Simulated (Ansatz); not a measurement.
# ZrAl2N3: what a guessed cell relaxes into, part 2 of 2

The task: take a trial cell of ZrAl2N3 to zero force and stress.

Ansatz 0.2.0; DFT PBE, scalar-relativistic, plane waves, PAW. Earlier steps stand in the parts before.

## Step 4: Spin check on a coarse mesh

Input file input.yaml:

```yaml
crystal:
  lattice:
    - [-1.5357888296, 1.5357888296, 6.4242331751]
    - [1.5357888296, -1.5357888296, 6.4242331751]
    - [1.5357888296, 1.5357888296, -6.4242331751]
  atoms:
    - { symbol: Zr, position: [0.0, 0.0, 0.0], spin: 1.0 }
    - { symbol: Al, position: [0.6719546444, 0.6719546444, 0.0] }
    - { symbol: Al, position: [0.3280453556, 0.3280453556, 0.0] }
    - { symbol: "N", position: [0.8238289659, 0.8238289659, 0.0] }
    - { symbol: "N", position: [0.5, 0.5, 0.0] }
    - { symbol: "N", position: [0.1761710341, 0.1761710341, 0.0] }
basis:
  ecutwfc: 420
kpoints:
  mp_grid: { grid: [8, 8, 8] }
hamiltonian:
  xc: pbe
scf:
  occupations: { method: gaussian, width: 0.1 }
  lower_state_search: "off"
output:
  forces: true
  stress: true
  eigenvalues: true
  populations: true
magnetization:
  spin_polarized: true
```

On the command line:

```console
$ ansatz run input.yaml --threads 1 --pin off --max-ram 2560MiB --backend cpu --events-out ev --progress --plain --runs-dir out
```

Output, cut to the lines that bear on the results:

```text
[...]
SCF converged after 17 iterations
Magnetization: -0.0000 μB (16.5000 up, 16.5000 down)
Absolute magnetization: 0.0000 μB (∫|ρ↑−ρ↓|, with the PAW one-centre terms)
Spin contamination: 0.0000 ħ² per cell (⟨S²⟩ above its minimum at these occupations)
[...]
       -0.000000      -0.000000      -0.189834
  P = ⅓ Tr σ = -0.0091 GPa (-0.091 kbar)
--- Band table (eV; the first three rows and the last of 118) ---
[... band rows left out ...]
[...]
--- Löwdin populations: 6 sites ---
  site symbol       q [e]    m [muB]
     0     Zr     11.2183    -0.0000
     1     Al      1.9981    -0.0000
     2     Al      1.9981    -0.0000
     3      N      5.9117    -0.0000
     4      N      5.7141     0.0000
     5      N      5.9117    -0.0000
  spilling = 0.007519 (of n_electrons = 33.000000)
```

Run time: 19 s. Hardware: 1 thread of Intel Xeon Platinum 8259CL at 2.50GHz (Skylake/Cascade Lake), shared host; peak memory 0.48 GiB.

By site:

| atom | Löwdin electrons |
| --- | --- |
| Zr1 | 11.22 |
| Al2 | 2.00 |
| Al3 | 2.00 |
| N4 | 5.91 |
| N5 | 5.71 |
| N6 | 5.91 |

The Löwdin counts miss 0.25 of the 33 electrons, which the atomic orbitals do not span, so they are no charges.

The same cell is solved with trial moments on Zr. The largest site moment that stays is 0.00 μB and the cell's total 0.00 μB. The workflow keeps spin only above 0.25 μB on a site, so the next run goes without spin.

## Step 5: Final relaxation

The end of the coarse run is made exact in the group found at a tolerance of 0.06 Å and reduced to its primitive cell.

input.yaml: that of step 4 with these lines changed.

```diff
@@ -6,3 +6,3 @@
   atoms:
-    - { symbol: Zr, position: [0.0, 0.0, 0.0], spin: 1.0 }
+    - { symbol: Zr, position: [0.0, 0.0, 0.0] }
     - { symbol: Al, position: [0.6719546444, 0.6719546444, 0.0] }
@@ -15,3 +15,3 @@
 kpoints:
-  mp_grid: { grid: [8, 8, 8] }
+  mp_grid: { grid: [18, 18, 18] }
 hamiltonian:
@@ -20,3 +20,2 @@
   occupations: { method: gaussian, width: 0.1 }
-  lower_state_search: "off"
 output:
@@ -25,4 +24,10 @@
   eigenvalues: true
-  populations: true
-magnetization:
-  spin_polarized: true
+  write_density: true
+  write_potential: true
+  elf: true
+  volumetric_format: npy
+relax:
+  adjacent_minimum: "off"
+  f_tol: 0.01
+  max_steps: 80
+  cell: { stress_tol: 0.05 }
```

On the command line:

```console
$ ansatz run input.yaml --threads 1 --pin off --max-ram 2560MiB --backend cpu --events-out ev --progress --plain --runs-dir out
```

Output:

```text
Warning: RAYON_NUM_THREADS=1 ignored (pool sized by the plan → 1); use --threads N
basis.fft_grid_basis auto: the FFT boxes are laid along the combinations [[1, -1, 0], [0, 1, 0], [1, 0, 1]] of the cell's own vectors, 4.344, 6.781 and 3.072 Å long. The dense box has 30×48×24 points. Along the cell's own vectors, as sized, it would have 48×48×48, 3.20 times as many. Of the 16 symmetry operations that the crystal satisfies within crystal.symmetry.tolerance (time reversal apart; of a slab, those that keep its plane) the dense box along the cell's own vectors carries 16, and the one as laid loses 14 of those. basis.fft_grid_basis: typed keeps the cell's own vectors: state it where this run's energies or levels are differenced outside the engine with another run's, or held beside a run that keeps those vectors. Those combinations have planes normal to reciprocal vector 3, as the cell's own vectors have. Each planar average written beside output.write_density, output.write_potential has a row for each plane of the box: 24. The volumetric files lie along those combinations, not along the cell's own vectors: a cube or XSF file states them, and fields.json those of NumPy files.
[... 10 set-up lines as earlier in the session ...]
Crystal: 6 atoms, lattice volume = 60.610 Å³
Basis set: ecut = 420 eV, 1193 PW (Γ), FFT grids on a1−a2, a2, a1+a3, exchange–correlation on 60×96×48 points (8 copies of the dense FFT grid, shifted against one another)
Bands: 23, of which v1, the nominal top of the filled ones, is band 17 counted from 1 (16 counted from 0)
[... 1 set-up line as earlier in the session ...]
Space group: I4/mmm (ITA 139), of the structure as read, at distance tolerance 3.9e-5 Å
k-points: 480 of 5832
[... 10 set-up lines as earlier in the session ...]
SCF iter   1: F=—  HF=-6417.447137 eV  |F-HF|=—  |Δ(HF+E_count)|=         —  Δρ=8.83e-3  dr2=1.84e-1  ethr=1.77e-3  ⟨swp⟩=6.1  Hψ=56291  notcnv=0
preconditioner: auto → Kerker (q_TF=auto, 2.465 Å⁻¹)  [metal: Δε(μ)=0.013 eV  Ē_g=11.308 eV  σ=0.100 eV  W_gap=0.07  n_scr=12 (ndim 8)  ℏωp=23.8 eV  f_vac=0.000  D(μ)=0.96/eV (n_scr^D=2)]
SCF iter   2: F=—  HF=-6417.422226 eV  |F-HF|=—  |Δ(HF+E_count)|=   2.49e-2  Δρ=4.96e-3  dr2=7.75e-2  ethr=5.56e-4  ⟨swp⟩=1.0  Hψ=14885  notcnv=0  defer=18
SCF iter   3: F=—  HF=-6417.405141 eV  |F-HF|=—  |Δ(HF+E_count)|=   1.71e-2  Δρ=2.36e-3  dr2=1.71e-2  ethr=2.35e-4  ⟨swp⟩=2.4  Hψ=14435  notcnv=0  defer=19
SCF iter   4: F=—  HF=-6417.401342 eV  |F-HF|=—  |Δ(HF+E_count)|=   3.80e-3  Δρ=9.33e-4  dr2=7.22e-4  ethr=5.17e-5  ⟨swp⟩=1.7  Hψ=13694  notcnv=0  defer=264
SCF iter   5: F=—  HF=-6417.401182 eV  |F-HF|=—  |Δ(HF+E_count)|=   1.60e-4  Δρ=5.18e-4  dr2=2.08e-4  ethr=2.19e-6  ⟨swp⟩=2.0  Hψ=17352  notcnv=0  defer=629
SCF iter   6: F=—  HF=-6417.401138 eV  |F-HF|=—  |Δ(HF+E_count)|=   4.40e-5  Δρ=1.25e-4  dr2=1.39e-5  ethr=6.31e-7  ⟨swp⟩=2.0  Hψ=15003  notcnv=0  defer=629
SCF iter   7: F=—  HF=-6417.401140 eV  |F-HF|=—  |Δ(HF+E_count)|=   2.20e-6  Δρ=2.64e-5  dr2=5.44e-7  ethr=4.22e-8  ⟨swp⟩=2.0  Hψ=14883  notcnv=0  defer=765
SCF iter   8: F=-6417.401140 eV  HF=-6417.401140 eV  |F-HF|=1.40e-8  |Δ(HF+E_count)|=   1.18e-7  Δρ=6.86e-6  dr2=3.26e-8  ethr=3.03e-10  ⟨swp⟩=13.3  Hψ=75264  notcnv=0
SCF 1 converged in 8 iterations: F = -6417.401140 eV  dr2 = 3.26e-8
relax step   1: F+E_penalty+E_count = -6417.40113970 eV  Δ(F+E_penalty+E_count) = +0.000e0 eV  max|allowed force component| = 1.589e-2 eV/Å  Δτ_max = 0.0000 Å  P = -0.049 GPa  Ω = 60.610 Å³  (8 SCF iters, dr2 threshold 1.00e-7 eV, accepted)
Crystal: 6 atoms, lattice volume = 60.599 Å³
[... 2 set-up lines as earlier in the session ...]
iter 1 solved again at ethr=3.39e-8 eV; its pass at ethr=3.10e-3 eV (dr2=1.12e-5 eV) is discarded
SCF iter   1: F=—  HF=-6417.401195 eV  |F-HF|=—  |Δ(HF+E_count)|=         —  Δρ=1.12e-4  dr2=1.14e-5  ethr=3.39e-8  ⟨swp⟩=2.3  Hψ=56594  notcnv=0
preconditioner: auto → Kerker (q_TF=auto, 2.465 Å⁻¹)  [metal: Δε(μ)=0.003 eV  Ē_g=11.424 eV  σ=0.100 eV  W_gap=0.01  n_scr=12 (ndim 8)  ℏωp=23.9 eV  f_vac=0.000  D(μ)=1.22/eV (n_scr^D=2)]
SCF iter   2: F=—  HF=-6417.401191 eV  |F-HF|=—  |Δ(HF+E_count)|=   4.18e-6  Δρ=5.46e-5  dr2=4.75e-6  ethr=3.39e-8  ⟨swp⟩=2.3  Hψ=15486  notcnv=0
SCF iter   3: F=—  HF=-6417.401190 eV  |F-HF|=—  |Δ(HF+E_count)|=   9.94e-7  Δρ=1.98e-5  dr2=8.11e-7  ethr=1.44e-8  ⟨swp⟩=1.5  Hψ=11668  notcnv=0
SCF iter   4: F=—  HF=-6417.401190 eV  |F-HF|=—  |Δ(HF+E_count)|=   2.10e-7  Δρ=8.18e-6  dr2=1.27e-7  ethr=2.46e-9  ⟨swp⟩=2.1  Hψ=14905  notcnv=0
SCF iter   5: F=-6417.401190 eV  HF=-6417.401190 eV  |F-HF|=3.53e-9  |Δ(HF+E_count)|=   3.24e-8  Δρ=3.96e-6  dr2=6.86e-9  ethr=2.12e-10  ⟨swp⟩=7.3  Hψ=55560  notcnv=0
the search or the solves at the SCF's close seem to have found levels that the self-consistency loop had missed (the run counts 1). By its estimate they hold under 1e-12 electrons; where the run keeps them, the occupations were computed again with them
SCF 2 converged in 5 iterations: F = -6417.401190 eV  dr2 = 6.86e-9
relax step   2: F+E_penalty+E_count = -6417.40118974 eV  Δ(F+E_penalty+E_count) = -5.004e-5 eV  max|allowed force component| = 1.258e-2 eV/Å  Δτ_max = 0.0009 Å  P = +0.004 GPa  Ω = 60.599 Å³  energy of the carried Pulay correction = +3.086e-5 eV  (5 SCF iters, dr2 threshold 7.01e-8 eV, accepted)
Crystal: 6 atoms, lattice volume = 60.601 Å³
iter 1 solved again at ethr=3.78e-9 eV; its pass at ethr=3.10e-3 eV (dr2=1.25e-6 eV) is discarded
SCF iter   1: F=—  HF=-6417.401192 eV  |F-HF|=—  |Δ(HF+E_count)|=         —  Δρ=3.22e-5  dr2=1.26e-6  ethr=3.78e-9  ⟨swp⟩=1.1  Hψ=52148  notcnv=0
preconditioner: auto → Kerker (q_TF=auto, 2.465 Å⁻¹)  [metal: Δε(μ)=0.008 eV  Ē_g=11.423 eV  σ=0.100 eV  W_gap=0.04  n_scr=12 (ndim 8)  ℏωp=23.8 eV  f_vac=0.000  D(μ)=1.22/eV (n_scr^D=2)]
SCF iter   2: F=—  HF=-6417.401191 eV  |F-HF|=—  |Δ(HF+E_count)|=   1.10e-6  Δρ=2.13e-5  dr2=6.78e-7  ethr=3.78e-9  ⟨swp⟩=2.0  Hψ=17654  notcnv=0
SCF iter   3: F=—  HF=-6417.401191 eV  |F-HF|=—  |Δ(HF+E_count)|=   1.43e-7  Δρ=9.87e-6  dr2=1.16e-7  ethr=2.06e-9  ⟨swp⟩=2.0  Hψ=14951  notcnv=0
SCF iter   4: F=—  HF=-6417.401191 eV  |F-HF|=—  |Δ(HF+E_count)|=   2.20e-8  Δρ=4.28e-6  dr2=1.06e-8  ethr=3.52e-10  ⟨swp⟩=2.0  Hψ=14430  notcnv=0
SCF iter   5: F=-6417.401191 eV  HF=-6417.401191 eV  |F-HF|=4.42e-9  |Δ(HF+E_count)|=  1.66e-10  Δρ=1.08e-6  dr2=4.90e-9  ethr=3.00e-11  ⟨swp⟩=6.1  Hψ=50075  notcnv=0
SCF 3 converged in 5 iterations: F = -6417.401191 eV  dr2 = 4.90e-9
relax step   3: F+E_penalty+E_count = -6417.40119057 eV  Δ(F+E_penalty+E_count) = -8.327e-7 eV  max|allowed force component| = 3.294e-3 eV/Å  Δτ_max = 0.0003 Å  P = -0.003 GPa  Ω = 60.601 Å³  energy of the carried Pulay correction = +2.623e-5 eV  (5 SCF iters, dr2 threshold 9.90e-9 eV, accepted)
Initial wavefunctions: pseudopotential atomic-orbital guess (no wavefunctions were taken with the density)
iter 1 solved again at ethr=1.56e-8 eV; its pass at ethr=3.10e-3 eV (dr2=5.15e-6 eV) is discarded
SCF iter   1: F=—  HF=-6417.401160 eV  |F-HF|=—  |Δ(HF+E_count)|=         —  Δρ=7.47e-6  dr2=1.98e-8  ethr=1.56e-8  ⟨swp⟩=3.0  Hψ=88778  notcnv=0
preconditioner: auto → Kerker (q_TF=auto, 2.465 Å⁻¹)  [metal: Δε(μ)=0.007 eV  Ē_g=11.423 eV  σ=0.100 eV  W_gap=0.04  n_scr=12 (ndim 8)  ℏωp=23.8 eV  f_vac=0.000  D(μ)=1.22/eV (n_scr^D=2)]
SCF iter   2: F=—  HF=-6417.401159 eV  |F-HF|=—  |Δ(HF+E_count)|=   1.14e-6  Δρ=3.67e-6  dr2=7.99e-9  ethr=6.01e-11  ⟨swp⟩=3.0  Hψ=22396  notcnv=0
SCF iter   3: F=—  HF=-6417.401159 eV  |F-HF|=—  |Δ(HF+E_count)|=  6.73e-11  Δρ=2.44e-6  dr2=4.92e-9  ethr=2.42e-11  ⟨swp⟩=1.0  Hψ=11040  notcnv=0
SCF iter   4: F=—  HF=-6417.401159 eV  |F-HF|=—  |Δ(HF+E_count)|=  1.46e-11  Δρ=1.78e-6  dr2=2.96e-9  ethr=1.49e-11  ⟨swp⟩=1.0  Hψ=11040  notcnv=0
SCF iter   5: F=—  HF=-6417.401159 eV  |F-HF|=—  |Δ(HF+E_count)|=  3.15e-10  Δρ=5.17e-7  dr2=2.38e-10  ethr=8.97e-12  ⟨swp⟩=2.3  Hψ=15150  notcnv=0
SCF iter   6: F=-6417.401159 eV  HF=-6417.401159 eV  |F-HF|=1.91e-11  |Δ(HF+E_count)|=  4.18e-11  Δρ=2.42e-7  dr2=3.94e-11  ethr=1.00e-12  ⟨swp⟩=4.0  Hψ=49101  notcnv=0
SCF 4 converged in 6 iterations: F = -6417.401159 eV  dr2 = 3.94e-11
relax step   4: F+E_penalty+E_count = -6417.40115853 eV  Δ(F+E_penalty+E_count) = +3.204e-5 eV  max|allowed force component| = 3.255e-3 eV/Å  Δτ_max = 0.0000 Å  P = -0.003 GPa  Ω = 60.601 Å³  stress off target by 2.96e-2 GPa  SCF on the basis re-selected at this cell (its energy is not comparable with the rows above)  (6 SCF iters)
basis re-selected at this cell: Δ(F+E_penalty+E_count) = +3.204e-5 eV, ΔP = -0.001 GPa vs the last step (what re-selecting the basis moved, of the pressure what is left beyond the Pulay correction that the steps carried, after the strain that the cell walked since its last selection, with what the two solves' SCF thresholds leave and, on support functions, any second-order correction that the steps lacked; it is no measure of the basis error at this ecutwfc). This SCF's stress stands 2.96e-2 GPa from its target on what of the cell is left free (relax.cell.stress_tol is 5.00e-2 GPa) and its largest allowed force component is 3.25e-3 eV/Å (relax.f_tol is 1.00e-2 eV/Å): within both
SCF converged after 6 iterations
Free energy (F): -6417.401159 eV
Harris-Foulkes:  -6417.401159 eV  (|F-HF|=1.91e-11)
Internal energy: -6417.395071 eV  (E = F + TS)
E sigma→0 (E₀):  -6417.398115 eV
Entropy (-TS):   -0.006087 eV (-1.015 meV/atom)
Fermi energy:    14.879949 eV
--- Per-component energies (eV) ---
  E_band       = 18.837955
  E_kinetic    = 788.293749
  E_local      = -1338.492001  (includes V_loc(G=0)·N_el)
  E_nonlocal   = 230.575631
  E_hartree    = 484.854130
  E_xc         = -428.741199
  E_vxc        = -488.144630  (∫ρ·V_xc dr)
  E_paw        = -4268.945673  (= ΣΔE_a)
  E_vpaw       = -143.103425  (= ΣTr[D̂ρ^β])
  E_aug_tail   = 0.000315  (compensation charges beyond the density's cutoff)
  E_ewald      = -1884.940023
  E_smearing   = -0.006087  (= −TS)
  E_closure    = 0.000000  (closes the sum)
  Σ components = -6417.401159   (vs F -6417.401159, Δ=0.00e0)
--- Forces (eV/Å), atoms counted from 1 ---
  atom   1  Zr    -0.00000000     0.00000000    -0.00000000
  atom   2  Al    -0.00000000     0.00000000     0.00200689
  atom   3  Al     0.00000000     0.00000000    -0.00200689
  atom   4  N      0.00000000     0.00000000    -0.00325472
  atom   5  N      0.00000000     0.00000000     0.00000000
  atom   6  N      0.00000000    -0.00000000     0.00325472
  max |Σ_I F_I| component: 6.07e-18 eV/Å
--- Stress (GPa, compression-positive) ---
        0.009576       0.000000       0.000000
        0.000000       0.009576      -0.000000
       -0.000000      -0.000000      -0.029588
  P = ⅓ Tr σ = -0.0035 GPa (-0.035 kbar)
--- Band table (eV; the first three rows and the last of 480) ---
  k-point 0: bands = ["-34.6560", "-13.0570", "-12.4646", "-12.4646", "-3.8060", "-1.8241", "-1.1007", "6.9129", "7.4722", "9.5639", "9.5639", "11.1011", "11.1011", "11.4815", "11.9325", "12.0485", "12.0485", "14.9830", "16.7105", "16.7105", "17.5626", "17.5794", "17.8471"]
  k-point 1: bands = ["-34.6503", "-13.0492", "-12.5070", "-12.4894", "-3.7340", "-1.7200", "-1.0740", "6.9448", "7.2418", "9.3760", "9.7466", "10.7548", "10.7861", "11.4231", "11.5266", "11.7591", "12.6560", "15.3454", "16.5509", "16.8680", "17.7092", "17.9789", "18.1586"]
  k-point 2: bands = ["-34.6339", "-13.0267", "-12.6206", "-12.5602", "-3.5262", "-1.4443", "-0.9996", "6.7772", "7.0284", "8.8933", "9.9902", "10.0149", "10.2600", "10.5859", "11.3503", "11.5385", "13.6510", "16.1221", "16.1393", "17.2645", "18.1092", "18.5232", "18.9750"]
  k-point 479: bands = ["-34.6560", "-13.0612", "-12.4646", "-12.4646", "-3.4155", "-2.4097", "-1.0669", "6.9879", "9.0571", "9.5100", "9.6951", "9.6951", "11.0707", "11.0707", "11.7486", "11.7486", "11.9115", "15.8666", "17.1649", "17.1778", "17.1778", "17.5811", "18.4327"]
--- Relaxed structure (3 steps of the walk, 3 accepted, 1 SCFs on fresh bases) ---
  F+E_penalty+E_count = -6417.40115853 eV   max|allowed force component| = 3.255e-3 eV/Å   (the final SCF, on the basis selected at the relaxed cell)
  cell:  # Å, volume = 60.6009 Å³
    - [-1.5358514065426605, 1.5358514065426605, 6.422749086337842]
    - [1.5358514065426605, -1.5358514065426605, 6.422749086337842]
    - [1.5358514065426605, 1.5358514065426605, -6.422749086337842]
  atoms:
    - { symbol: Zr, position: [2.8127927046811242e-21, 2.8127927046811257e-21, 9.43994602690106e-37] }
    - { symbol: Al, position: [0.6719992987658805, 0.6719992987658805, 1.7054684483844194e-35] }
    - { symbol: Al, position: [0.32800070123411906, 0.32800070123411906, 8.302957589633793e-36] }
    - { symbol: N, position: [0.8238721860909392, 0.8238721860909392, 2.056992908761383e-35] }
    - { symbol: N, position: [0.4999999999999999, 0.4999999999999999, 1.6498172172487882e-35] }
    - { symbol: N, position: [0.17612781390906082, 0.17612781390906082, 8.354481781974343e-36] }
```

It took 3.3 min on 1 thread of Intel Xeon Platinum 8259CL at 2.50GHz (Skylake/Cascade Lake), shared host; peak memory 0.86 GiB.

Step by step:

| step | E - E(step 1) (eV/cell) | largest force component (eV/Å) | pressure (GPa) | volume (Å³) |
| --- | --- | --- | --- | --- |
| 1 | 0.0000 | 0.0159 | -0.05 | 60.61 |
| 2 | 0.0000 | 0.0126 | 0.00 | 60.60 |
| 3 | -0.0001 | 0.0033 | 0.00 | 60.60 |
| 4 | 0.0000 | 0.0033 | 0.00 | 60.60 |

Step 1 is the start. Step 4 repeats the geometry before it on a plane-wave basis chosen anew for that cell, so its energy need not be comparable with the rows above.

Lengths and angles in the start's conventional setting:

|  | before | after | change |
| --- | --- | --- | --- |
| a (Å) | 3.072 | 3.072 | 0.0 % |
| b (Å) | 3.072 | 3.072 | 0.0 % |
| c (Å) | 12.848 | 12.845 | 0.0 % |
| volume (Å³/atom) | 10.10 | 10.10 | 0.0 % |
| shortest distance (Å) | 1.951 | 1.951 | 0.0 % |
| space group (0.01 Å) | I4/mmm | I4/mmm | same |

Forces and stress were held to the start's 16 operations: a distortion of lower symmetry was not tested.

The maps below are laid out on this run's own conventional cell (a, b, c = 3.072, 3.072, 12.845 Å).

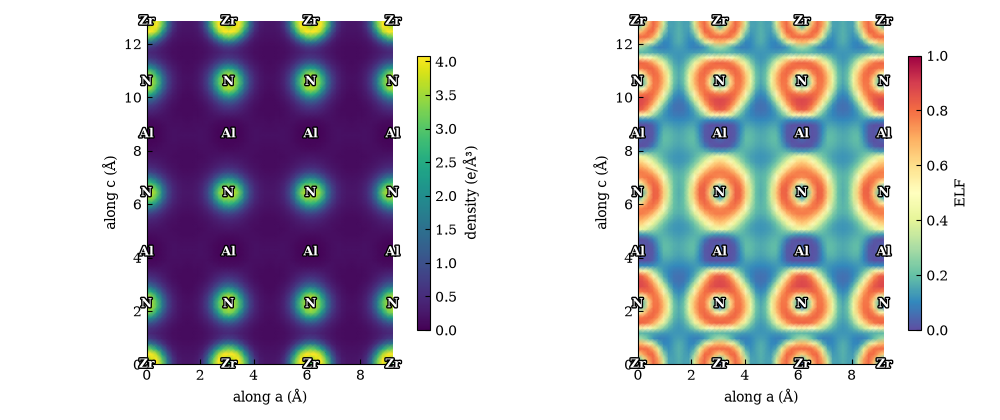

Density (left) and ELF (right) in a lattice plane of the grid's cell (edges 3.07 and 12.85 Å, at 0.000 of the third edge), which holds Zr and Al and N. Only atoms in the plane are labelled. Both are smooth fields of the valence electrons: close to the nuclei they are not physical.

Outside the cores ELF peaks at 0.88 on the N–Al line, 0.7 Å from N; 0.84 in the shell around N, 0.6 Å from N.

## Step 6: Summary of results

This closing draws on all 2 parts. Changes of volume or cell count from the first structure of part 1.

```
                                                              quantity                                                                       value
                                symmetry at the end (tolerance 0.05 Å)                                                space group I4/mmm (No. 139)
                                                     conventional cell  a = 3.072 Å, b = 3.072 Å, c = 12.845 Å, α = 90.00°, β = 90.00°, γ = 90.00°
                                                                volume                                                               10.10 Å³/atom
energy over the elements (uncorrected; H, N, O, F and Cl as molecules)                                                               -1.09 eV/atom
                                                       gap on the mesh                                                                none (metal)
```

The space group I4/mmm (No. 139) is kept, and the volume per atom shrinks by 23.3 % from the first guess. It lies below the elements, which doesn't yet make it stable: competing phases were not computed in this session. No finished test with a distortion of lower symmetry is shown, so the end may be a saddle point. A spin-polarised run here lost its starting moments, which speaks against magnetism, though one start doesn't rule it out. Other magnetic orders were not searched.
